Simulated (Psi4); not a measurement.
**B3LYP/def2-QZVP (density fitting, sweep point 5) run of CH5B (BH2Me)**

Aim: the vertical singlet–triplet gap of CH5B (BH2Me) at B3LYP/def2-QZVP (density fitting, sweep point 5), from 2 runs. 

The results are computed with Psi4 1.11.

## (1) The system as given

CH5B has 7 atoms, charge 0, and is taken as a singlet. SMILES: `[H]B([H])C`. The coordinates come from a GFN2-xTB relaxation.

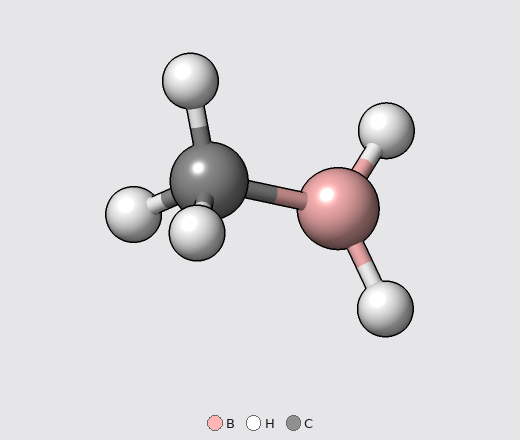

The structure, seen from a chosen angle (boron pink, hydrogen white, carbon grey).

## (2) The energy at B3LYP/def2-QZVP (density fitting, sweep point 5)

calc.inp reads:

```
memory 1.6 GB

molecule {
  0 1
  B      0.444840     0.781100     0.006260
  H      1.614940     0.782320     0.008990
  H     -0.129680     1.798100    -0.061390
  C     -0.337160    -0.573970     0.039720
  H     -0.405600    -0.929380    -0.991140
  H     -1.358290    -0.496260     0.405500
  H      0.170950    -1.361910     0.592050
  symmetry c1
}

set globals {
  basis def2-QZVP
  puream true
  scf_type df
  dft_radial_points 99
  dft_spherical_points 590
}

energy("b3lyp")
```

Command:

```sh
$ psi4 -n 1 calc.inp calc.out
```

calc.out:

```text
[...]
  Running in c1 symmetry.
[...]
  Nuclear repulsion =   31.931012594416508
[...]
  Multiplicity = 1
[...]
  Nalpha       = 8
  Nbeta        = 8
[...]
    Number of basis functions: 264
[...]
   @DF-RKS iter   1:   -65.65447743829873   -3.94015e-01   3.04026e-03 ADIIS/DIIS
[...]
   @DF-RKS iter   7:   -65.98050717685194   -8.48409e-08   1.96409e-07 DIIS
[...]
    Orbital Energies [Eh]
    ---------------------
    Doubly Occupied:
       1A    -10.149523     2A     -6.747729     3A     -0.705217
       4A     -0.490003     5A     -0.418855     6A     -0.406189
       7A     -0.338345     8A     -0.328857
[...]
  @DF-RKS Final Energy:   -65.98050717685194
   => Energetics <=
    Nuclear Repulsion Energy =             31.9310125944165080
    One-Electron Energy =                -150.0291410038450408
    Two-Electron Energy =                  61.3146069564071041
    DFT Exchange-Correlation Energy =      -9.1969857238305064
    Empirical Dispersion Energy =           0.0000000000000000
    VV10 Nonlocal Energy =                  0.0000000000000000
    Total Energy =                        -65.9805071768519440
[...]
 Multipole Moments:
 ------------------------------------------------------------------------------------
     Multipole            Electronic (a.u.)      Nuclear  (a.u.)        Total (a.u.)
 ------------------------------------------------------------------------------------
 L = 1.  Multiply by 2.5417464519 to convert [e a0] to [Debye]
 Dipole X            :          0.5180094           -0.6240675           -0.1060580
 Dipole Y            :          0.9401519           -1.1391485           -0.1989966
 Dipole Z            :          0.0920250           -0.1155367           -0.0235117
 Magnitude           :                                                    0.2267173
[...]
```

Run time: 52 s. Hardware: 1 thread of Intel Xeon Platinum 8259CL at 2.50GHz (Skylake/Cascade Lake), shared host; peak memory 1.2 GiB.

## (3) The triplet

calc.in reads:

```
memory 1600 MB

molecule geom {
  0 3
  B      0.444840     0.781100     0.006260
  H      1.614940     0.782320     0.008990
  H     -0.129680     1.798100    -0.061390
  C     -0.337160    -0.573970     0.039720
  H     -0.405600    -0.929380    -0.991140
  H     -1.358290    -0.496260     0.405500
  H      0.170950    -1.361910     0.592050
  units angstrom
  symmetry c1
}

set globals {
  basis                def2-QZVP
  reference            uks
  puream               true
  scf_type             df
  dft_radial_points    99
  dft_spherical_points 590
  maxiter              150
}

E, wfn = energy("b3lyp", return_wfn=True)
```

Command:

```sh
$ psi4 calc.in calc.out -n 1
```

calc.out:

```text
[...]
  Running in c1 symmetry.
[...]
  Nuclear repulsion =   31.931012594416508
[...]
  Multiplicity = 3
[...]
  Nalpha       = 9
  Nbeta        = 7
[...]
    Number of basis functions: 264
[...]
   @DF-UKS iter   1:   -65.43102286502325   -1.70560e-01   3.10736e-03 DIIS/ADIIS
[...]
   @DF-UKS iter  14:   -65.78406022287777   -2.35475e-08   1.12939e-07 DIIS
[...]
   @S^2 Observed:                2.005615952E+00
[...]
    Orbital Energies [Eh]
    ---------------------
    Alpha Occupied:
       1A    -10.158360     2A     -6.733556     3A     -0.713349
       4A     -0.547866     5A     -0.455476     6A     -0.409630
       7A     -0.387562     8A     -0.350301     9A     -0.144536
    Alpha Virtual:
      10A      0.022117    11A      0.045991    12A      0.047165
      13A      0.063979    14A      0.084299    15A      0.103494
      16A      0.121358    17A      0.129343    18A      0.141459
      19A      0.163263    20A      0.174502    21A      0.195711
      22A      0.263816    23A      0.280289    24A      0.296494
      25A      0.305296    26A      0.317652    27A      0.330978
[...]
  @DF-UKS Final Energy:   -65.78406022287777
   => Energetics <=
    Nuclear Repulsion Energy =             31.9310125944165080
    One-Electron Energy =                -149.7510410457373382
    Two-Electron Energy =                  61.1749467508902427
    DFT Exchange-Correlation Energy =      -9.1389785224471733
    Empirical Dispersion Energy =           0.0000000000000000
    VV10 Nonlocal Energy =                  0.0000000000000000
    Total Energy =                        -65.7840602228777698
[...]
 Multipole Moments:
 ------------------------------------------------------------------------------------
     Multipole            Electronic (a.u.)      Nuclear  (a.u.)        Total (a.u.)
 ------------------------------------------------------------------------------------
 L = 1.  Multiply by 2.5417464519 to convert [e a0] to [Debye]
 Dipole X            :          0.5175345           -0.6240675           -0.1065330
 Dipole Y            :          1.0155148           -1.1391485           -0.1236337
 Dipole Z            :          0.0916751           -0.1155367           -0.0238616
 Magnitude           :                                                    0.1649362
[...]
```

Run time: 2.7 min. Hardware: 1 thread of Intel Xeon Platinum 8259CL at 2.50GHz (Skylake/Cascade Lake), shared host; peak memory 1.2 GiB.

## (4) What came out

Level: B3LYP/def2-QZVP (density fitting, sweep point 5).

```
                                        quantity         value
                           singlet: total energy  -65.98051 Eh
                          singlet: dipole moment        0.58 D
                            singlet: HOMO energy      -8.95 eV
                            singlet: LUMO energy      -1.54 eV
                          singlet: HOMO–LUMO gap       7.40 eV
                           triplet: total energy  -65.78406 Eh
                          triplet: dipole moment        0.42 D
     triplet: HOMO energy (highest over α and β)      -3.93 eV
                                   triplet: ⟨S²⟩         2.006
vertical energy of the triplet above the singlet      5.346 eV
```

At this shape the triplet lies 5.35 eV (516 kJ/mol) above the singlet.
